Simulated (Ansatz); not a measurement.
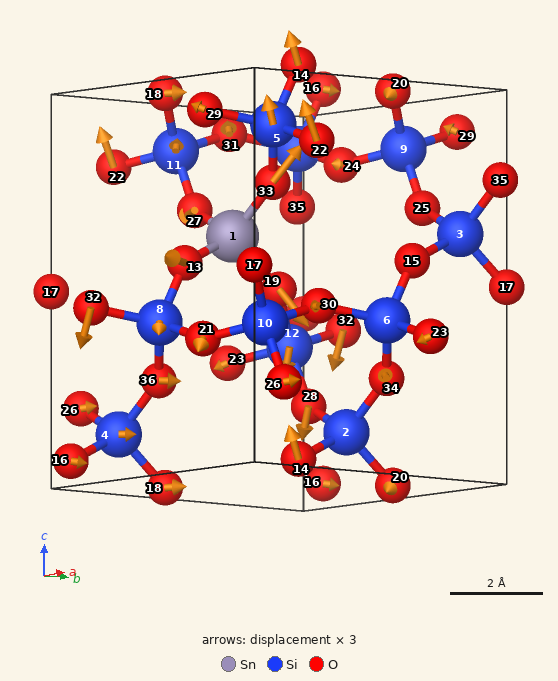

This is a relaxation of a defect cell of composition Si$_{11}$SnO$_{24}$. The starting structure is drawn; orange arrows show the displacements, magnified 3 times.

A ball-and-stick model of the cell of the calculation (origin shifted), seen from a free direction.

Case: Sn on a Si site (a), charge +0, atoms relaxed at the host's cell.

All numbers below come from DFT PBE, scalar-relativistic, plane waves, PAW in Ansatz. (plane-wave cutoff 420 eV; k-point mesh 2 × 2 × 2; occupations gaussian; smearing width 0.01 eV; mesh shifted by (0.5, 0.5, 0.5); no spin polarisation; atoms relaxed in a fixed cell; force threshold 0.025 eV/Å; at most 45 steps)

**What did the optimiser do to the structure, and how much energy did it gain?**

The largest moves, 0.36 Å, are those of O atoms. Largest moves by element: O 0.36 Å, Si 0.23 Å, Sn 0.05 Å. The cell doesn't change. Some distances before and after: O–Sn 1.628 → 1.934 Å, O–Si 1.628 → 1.640 Å, O–Si 1.628 → 1.618 Å. Among the angles between lasting bonds that change: Sn–O–Si 146.6° → 132.1°, Sn–O–Si 146.6° → 135.2°, Si–O–Si 146.6° → 135.8°. After 6 geometry steps the energy has fallen by 8.440 eV per cell of the calculation. Largest force component: 16 eV/Å at the start, 0.013 eV/Å at the end.

Limits of the set-up: the periodic images lie only 7.5 Å apart, so the values are limited by the cell's size.
